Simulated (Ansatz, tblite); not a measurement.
**BH2Et (C₂H₇B): which spin state is lowest**

Aim: set other spin states of BH2Et (C₂H₇B) against its singlet, on many levels of theory.

Program: Ansatz 0.2.0, Gaussian basis. Level of theory: as each input shows. These are calculated values, not measurements.

The runs, in order: triplet, at the geometry of the singlet (GFN1-xTB, GFN2-xTB, PBE0-D4/def2-TZVP, PBE-D4/def2-TZVP, r2SCAN-D4/def2-TZVP); the singlet's energies come from earlier runs.

1 further run of the same task is left out (it didn't finish).

## Step 1: The geometry

The singlet was relaxed beforehand with PBE-D4/def2-TZVP.

10 atoms, charge 0, spin multiplicity 1.

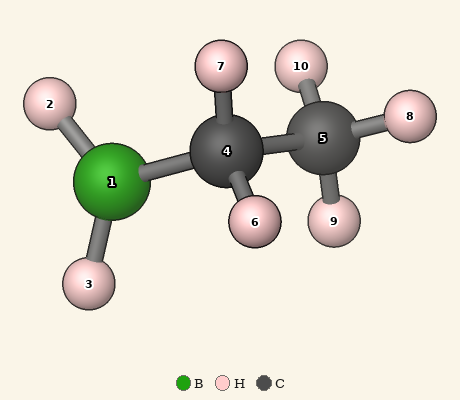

The structure; boron green, hydrogen pink, carbon dark grey; atoms are numbered from 1 in the order of the file.

## Step 2: Triplet at the fixed geometry, GFN1-xTB

Tight binding, by tblite at 300 K electronic temperature and without a spin-polarisation term:

```python
tblite.interface.Calculator('GFN1-xTB', numbers, positions, charge=0, uhf=2).singlepoint()
```

Energy -249.8966 eV; 0.003 s.

## Step 3: Triplet at the fixed geometry, GFN2-xTB

Tight binding, by tblite at 300 K electronic temperature and without a spin-polarisation term:

```python
tblite.interface.Calculator('GFN2-xTB', numbers, positions, charge=0, uhf=2).singlepoint()
```

Energy -241.6980 eV; 0.002 s.

## Step 4: Triplet at the fixed geometry, PBE0-D4/def2-TZVP

File in.yaml:

```yaml
crystal:
  periodic: [false, false, false]
  atoms:
    - {symbol: B, position_ang: [0.599331, 1.123533, 0.538729]}
    - {symbol: H, position_ang: [1.804406, 1.132859, 0.506281]}
    - {symbol: H, position_ang: [0.014632, 2.161770, 0.355638]}
    - {symbol: C, position_ang: [-0.180237, -0.216307, 0.666867]}
    - {symbol: C, position_ang: [-0.321964, -0.679880, -0.814665]}
    - {symbol: H, position_ang: [-1.187476, -0.109023, 1.096789]}
    - {symbol: H, position_ang: [0.358182, -0.996433, 1.226010]}
    - {symbol: H, position_ang: [-0.870989, -1.631150, -0.864372]}
    - {symbol: H, position_ang: [-0.873966, 0.052650, -1.422305]}
    - {symbol: H, position_ang: [0.658080, -0.838019, -1.288962]}
basis:
  gaussian: {orbitals: def2-TZVP}
magnetization: {spin_polarized: true, initial_magnetization: 2}
hamiltonian: {xc: pbe0, dispersion: d4}
scf: {omitted_lower_state_checks: [starts]}
output: {orbitals: {seedname: orbitals}}
```

Command:

```bash
$ ansatz run in.yaml --threads 4 --pin off --events-out ev --progress --plain --max-ram 3916MiB
```

The program printed:

```text
Functional definition: PBE0
  name "PBE0"
  cite "Adamo & Barone, J. Chem. Phys. 110, 6158 (1999) doi:10.1063/1.478522"
  cite "Perdew, Burke & Ernzerhof, Phys. Rev. Lett. 77, 3865 (1996) doi:10.1103/PhysRevLett.77.3865"
  parent pbe
  parameter a = 0.25
  parameter kappa = 0.804
  parameter beta = 0.06672455060314922
  exchange = (1 - a)*pbe_x(kappa = kappa, mu = beta*pi^2/3) + a*exact_x
  correlation = pbe_c(beta = beta)
these checks for a lower state are left out or cut short: starts
837 factors; their error is unknown
mean field evaluation 1: about -2847.9491 eV, gradient 4.0e1 eV
mean field evaluation 2: about -2836.7388 eV, gradient 5.7e1 eV
mean field evaluation 4: about -2855.7566 eV, gradient 4.1e0 eV
mean field evaluation 8: about -2855.8542 eV, gradient 1.6e-1 eV
mean field evaluation 16: about -2855.8420 eV, gradient 1.2e-2 eV
mean field evaluation 32: about -2855.8755 eV, gradient 5.2e-6 eV
mean field -2855.87551637 eV, -104.9514894447 hartree, gradient 5.2e-6 eV, S^2 2.005580; 0 other end points of the search recorded, 0 dependent functions left out
reference -2855.87555121 eV, -104.9514907250 hartree; 13, 11 occupied and 122, 124 virtual orbitals, 837 factors
Total energy: -2855.98122450 eV, -104.9553741469 hartree
Checks for a lower state left out: starts
```

It took 3.9 s on 4 threads of Arm Neoverse V2, shared host.

From the report: HOMO -3.97 eV, LUMO -6.62 eV (over both spins; with the spin held, an empty level of the minority spin lies below the top filled one); ⟨S²⟩ 2.006 (pure: 2.00).

## Step 5: Triplet at the fixed geometry, PBE-D4/def2-TZVP

start.molden holds the orbitals of an earlier run on this state, given as this run's starting guess.

Edit in.yaml of step 4 so:

```diff
@@ -14,5 +14,5 @@
 basis:
-  gaussian: {orbitals: def2-TZVP}
+  gaussian: {orbitals: def2-TZVP, initial_orbitals: start.molden}
 magnetization: {spin_polarized: true, initial_magnetization: 2}
-hamiltonian: {xc: pbe0, dispersion: d4}
+hamiltonian: {xc: pbe, dispersion: d4}
 scf: {omitted_lower_state_checks: [starts]}
```

Same command.

The program printed:

```text
Functional definition: PBE
  name "PBE"
  cite "Perdew, Burke & Ernzerhof, Phys. Rev. Lett. 77, 3865 (1996) doi:10.1103/PhysRevLett.77.3865"
  parent pbe
  parameter kappa = 0.804
  parameter beta = 0.06672455060314922
  exchange = pbe_x(kappa = kappa, mu = beta*pi^2/3)
  correlation = pbe_c(beta = beta)
these checks for a lower state are left out or cut short: starts
837 factors; their error is unknown
mean field evaluation 1: about -2855.3848 eV, gradient 4.5e0 eV
mean field evaluation 2: about -2855.4587 eV, gradient 1.4e-1 eV
mean field evaluation 4: about -2855.4361 eV, gradient 3.4e-2 eV
mean field evaluation 8: about -2855.4361 eV, gradient 9.6e-6 eV
mean field evaluation 16: about -2855.4361 eV, gradient 8.5e-5 eV
mean field -2855.43614090 eV, -104.9353426940 hartree, gradient 7.4e-6 eV, S^2 2.003517; 0 other end points of the search recorded, 0 dependent functions left out
reference -2855.43618807 eV, -104.9353444273 hartree; 13, 11 occupied and 122, 124 virtual orbitals, 837 factors
Total energy: -2855.56419625 eV, -104.9400486414 hartree
Checks for a lower state left out: starts
```

It took 1.8 s on 4 threads of Arm Neoverse V2, shared host.

From the report: HOMO -2.92 eV, LUMO -7.44 eV (over both spins; with the spin held, an empty level of the minority spin lies below the top filled one); ⟨S²⟩ 2.004 (pure: 2.00).

## Step 6: Triplet at the fixed geometry, r2SCAN-D4/def2-TZVP

Edit in.yaml of step 5 so:

```diff
@@ -16,3 +16,3 @@
 magnetization: {spin_polarized: true, initial_magnetization: 2}
-hamiltonian: {xc: pbe, dispersion: d4}
+hamiltonian: {xc: r2scan, dispersion: d4}
 scf: {omitted_lower_state_checks: [starts]}
```

Same command.

The program printed:

```text
Functional definition: r2SCAN
  name "r2SCAN"
  cite "Furness, Kaplan, Ning, Perdew & Sun, J. Phys. Chem. Lett. 11, 8208 (2020) doi:10.1021/acs.jpclett.0c02405"
  cite "Furness, Kaplan, Ning, Perdew & Sun, J. Phys. Chem. Lett. 11, 9248 (2020) doi:10.1021/acs.jpclett.0c03077"
  parent r2scan
  parameter k0 = 0.174
  parameter k1 = 0.065
  parameter a1 = 4.9479
  exchange = r2scan_x(k0 = k0, k1 = k1, a1 = a1)
  correlation = r2scan_c
these checks for a lower state are left out or cut short: starts
837 factors; their error is unknown
mean field evaluation 1: about -2857.9297 eV, gradient 2.7e0 eV
mean field evaluation 2: about -2857.9647 eV, gradient 4.7e-2 eV
mean field evaluation 4: about -2857.9427 eV, gradient 4.8e-3 eV
mean field evaluation 8: about -2857.9427 eV, gradient 1.7e-5 eV
mean field -2857.94267818 eV, -105.0274562399 hartree, gradient 1.7e-5 eV, S^2 2.008073; 0 other end points of the search recorded, 0 dependent functions left out
reference -2857.94269466 eV, -105.0274568457 hartree; 13, 11 occupied and 122, 124 virtual orbitals, 837 factors
Total energy: -2857.97391916 eV, -105.0286043248 hartree
Checks for a lower state left out: starts
```

It took 3.3 s on 4 threads of Arm Neoverse V2, shared host.

From the report: HOMO -3.22 eV, LUMO -7.33 eV (over both spins; with the spin held, an empty level of the minority spin lies below the top filled one); ⟨S²⟩ 2.008 (pure: 2.00).

## Step 7: Triplet less singlet, vertical

The singlet's energies are those of its earlier runs, whose logs aren't repeated here.

| level | triplet less singlet, vertical (kJ/mol) | time |
| --- | --- | --- |
| GFN1-xTB | +483.0 | 0.006 s |
| GFN2-xTB | +463.8 | 0.004 s |
| PBE-D4/def2-TZVP | +462.1 | 2.6 s |
| r2SCAN-D4/def2-TZVP | +469.7 | 4.6 s |
| PBE0-D4/def2-TZVP | +493.4 | 4.8 s |

Times add the two runs; a level without a time comes out of a correlated run. Tight binding without a spin term can't rank spin states.

## Step 8: Summary of results

```
                                                quantity                                       value
triplet less singlet, vertical, functionals in def2-TZVP  +462.1 (PBE-D4) to +493.4 kJ/mol (PBE0-D4)
```

All functionals put the triplet above the singlet, over a spread of 31.3 kJ/mol. The checks for a lower triplet were left out, so another state of that spin may lie lower. These are electronic energies, without zero-point motion, entropy or surroundings.
